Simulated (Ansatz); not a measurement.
Converging the plane-wave cutoff: Tc (P-3m1, 2 atoms in the cell)

```yaml
crystal:
  lattice:
    - [1.36315, -2.36104, 0.00000]
    - [1.36315, 2.36104, 0.00000]
    - [0.00000, 0.00000, 4.36805]
  atoms:
    - { symbol: Tc, position: [0.33333, 0.66667, 0.26145] }
    - { symbol: Tc, position: [0.66667, 0.33333, 0.75000] }
```

Computed with PBEsol, default PAW files made with PBE (plane waves; Ansatz, a program for electronic structure).

Base settings: basis.ecutwfc = 500 eV; kpoints.mp_grid.grid = 14 14 8; hamiltonian.xc = pbesol; hamiltonian.pseudopotentials = {kind: paw} (the program's default PAW files); scf.occupations.method = gaussian; scf.occupations.width = 0.1 eV.

The second cell is the first with its lattice scaled by 0.98.

The mesh stays at the base's, so the ladder's end is converged at best in this setting alone.

The first pressure column holds Ansatz's estimate of the finite-basis (Pulay) stress, which hides part of the cutoff error; the other is without it.

Only quantities that move along the ladder and can be compared are tabulated.

The count of work is k-points × plane waves × bands × iterations; it is no time. 

The starting cell has typed, rounded lattice constants, without a prior relaxation at this level. Its lattice was rescaled by up to half a per cent. One atom was moved a little off its site on purpose. Spin polarisation is off.

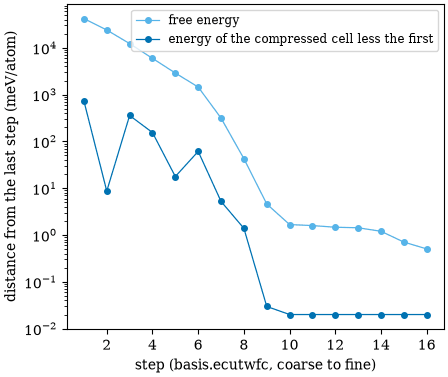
Distance from the last step along the ladder; very small values are drawn at a floor.

| basis.ecutwfc | free energy less the last step's (meV/atom) | energy of the compressed cell less the first (meV/atom) | pressure (GPa) | pressure without the Pulay estimate (GPa) | largest difference of a force vector from the last step's (eV/Å) | count of work / last |
|---|---|---|---|---|---|---|
| 175 eV | 42068.00 | -678.84 | -128.38 | -1290.43 | 2.999 | 0.065 |
| 200 eV | 24022.59 | 58.16 | 23.19 | -875.35 | 1.656 | 0.079 |
| 225 eV | 12289.98 | 407.53 | 60.26 | -538.24 | 0.560 | 0.087 |
| 250 eV | 5950.23 | 203.87 | 19.60 | -312.49 | 1.088 | 0.094 |
| 275 eV | 2887.82 | 31.71 | -9.25 | -179.17 | 0.464 | 0.11 |
| 300 eV | 1452.27 | -11.72 | -11.49 | -103.84 | 0.095 | 0.12 |
| 350 eV | 314.83 | 44.25 | -0.87 | -30.13 | 0.078 | 0.15 |
| 400 eV | 42.74 | 50.86 | -0.72 | -6.40 | 0.004 | 0.20 |
| 450 eV | 4.60 | 49.50 | -0.97 | -1.60 | 0.001 | 0.23 |
| 500 eV | 1.67 | 49.47 | -0.97 | -0.99 | 0.000 | 0.26 |
| 550 eV | 1.59 | 49.47 | -0.97 | -0.98 | 0.000 | 0.31 |
| 600 eV | 1.47 | 49.46 | -0.97 | -0.98 | 0.000 | 0.36 |
| 675 eV | 1.43 | 49.46 | -0.97 | -0.98 | 0.000 | 0.41 |
| 750 eV | 1.20 | 49.47 | -0.97 | -1.00 | 0.000 | 0.49 |
| 875 eV | 0.71 | 49.47 | -0.97 | -0.98 | 0.000 | 0.63 |
| 1000 eV | 0.50 | 49.47 | -0.97 | -0.99 | 0.000 | 0.74 |
| 1200 eV | 0.00 | 49.47 | -0.97 | -0.98 | 0.000 | 1.0 |

Coarsest basis.ecutwfc that holds the forces within 0.005 eV/Å of the last step, with all finer ones: 400 eV, at 0.20 of the last step's count of work; the step before is off by 0.078 eV/Å.

Coarsest basis.ecutwfc that holds the energy of the compressed cell less the first within 1 meV/atom of the last step, with all finer ones: 450 eV, at 0.23 of the last step's count of work; the step before is off by 1.4 meV/atom.

Coarsest basis.ecutwfc that holds the free energy within 5 meV/atom of the last step, with all finer ones: 450 eV, at 0.23 of the last step's count of work; the step before is off by 43 meV/atom.

The energy difference between the two cells stays within 1 meV/atom of the last step's from 450 eV on, the total only from 875 eV on: much of the error is common to both cells and cancels.

At the lowest cutoff the pressure without the Pulay estimate lies 1290 GPa under the last step's, the usual sign of Pulay stress in an incomplete plane-wave basis.

Keys are those of Ansatz 0.2.
